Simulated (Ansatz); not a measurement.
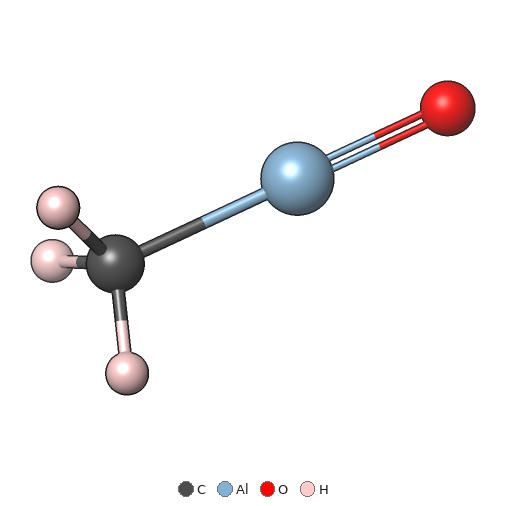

Double and triple bonds are drawn as two and three sticks.

> Which formula does it have?

CH3AlO, 6 atoms: 1 carbon, 3 hydrogen, 1 aluminium and 1 oxygen.

> Give a SMILES string for it.

[CH3][Al]=[O]

The parts below concern this one geometry. Atoms keep their numbers from picture to picture. The computed structure is the end point of a PBE0-D4/def2-TZVP optimisation.

### Shape

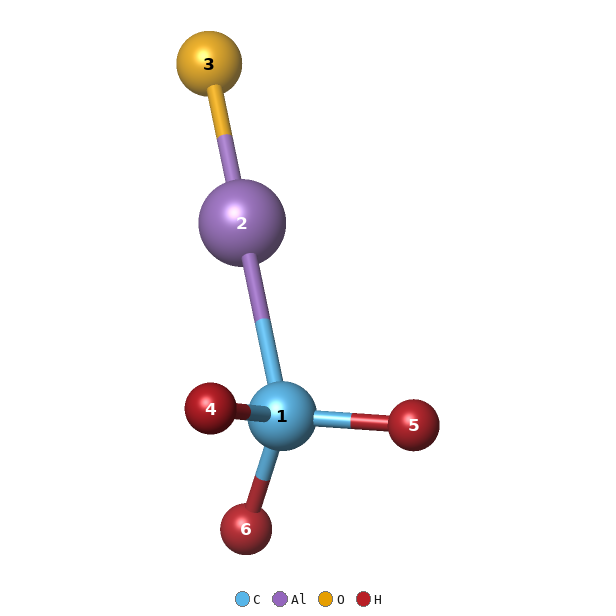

Atoms carry their numbers in the input.

Estimate the angles Al2–C1–H4, H4–C1–H5, C1–Al2–O3.

```
    angle  degrees
Al2–C1–H4    110.5
 H4–C1–H5    108.4
C1–Al2–O3    180.0
```

### Charges

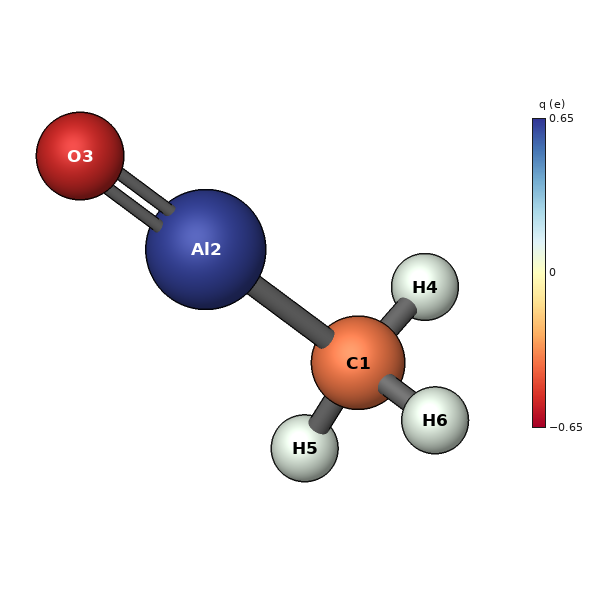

Atoms are coloured by their Mulliken charges. Level of theory: RKS r2SCAN-D4/def2-TZVPP (Ansatz 0.2.0).

> Which atom carries the highest charge (most positive or least negative)?

Al2 (0.62 e).

> And the lowest?

O3 (−0.54 e).

List the Mulliken charges.

```
atom  value (e)
  C1      −0.36
 Al2       0.62
  O3      −0.54
  H4       0.09
  H5       0.09
  H6       0.09
```

### Dipole moment

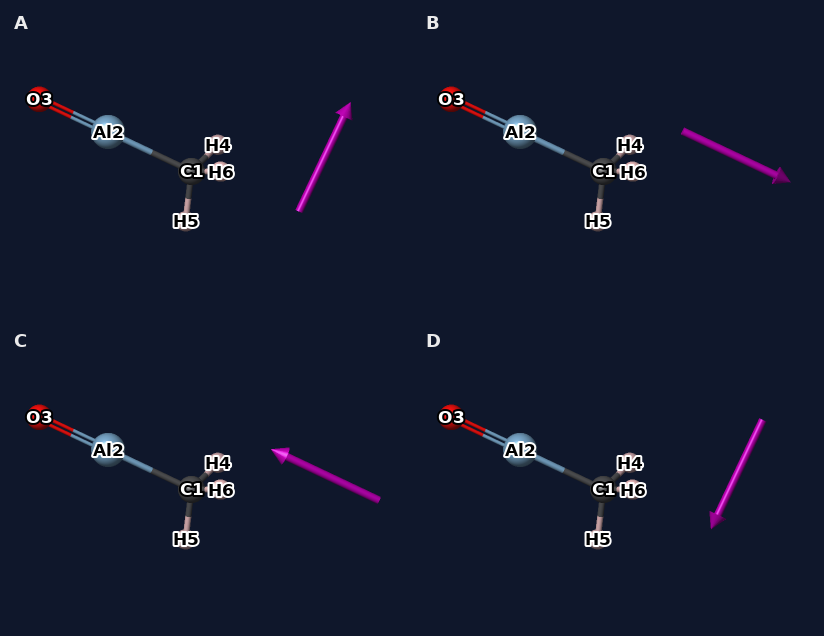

The same molecule four times, each with an arrow. Properties computed with RKS PBE0-D4/def2-TZVP (Ansatz 0.2.0).

> Which arrow points along the dipole moment, from the negative to the positive end?

B. The dipole moment is 5.78 D; it points from the side of O3 to the side of H4, H5, H6 (the outermost atoms at the two ends).

### Levels of theory compared

Program: Ansatz 0.2.0.

Compare vertical IP (eV) at these levels: B2PLYP (frozen core)/def2-TZVPP; B3LYP-D4/def2-TZVPP; PBE-D4/def2-TZVPP; PBE0-D4/def2-TZVPP; r2SCAN-D4/def2-TZVPP; ωB97M-V/def2-TZVPP; ωB97X-V/def2-TZVPP.

| level | vertical IP (eV) |
| --- | --- |
| B2PLYP (frozen core)/def2-TZVPP | 9.60 |
| B3LYP-D4/def2-TZVPP | 9.56 |
| PBE-D4/def2-TZVPP | 9.76 |
| PBE0-D4/def2-TZVPP | 9.37 |
| r2SCAN-D4/def2-TZVPP | 9.49 |
| ωB97M-V/def2-TZVPP | 9.40 |
| ωB97X-V/def2-TZVPP | 9.38 |

Mulliken values depend strongly on the basis set and can even reverse the polarity of a bond.
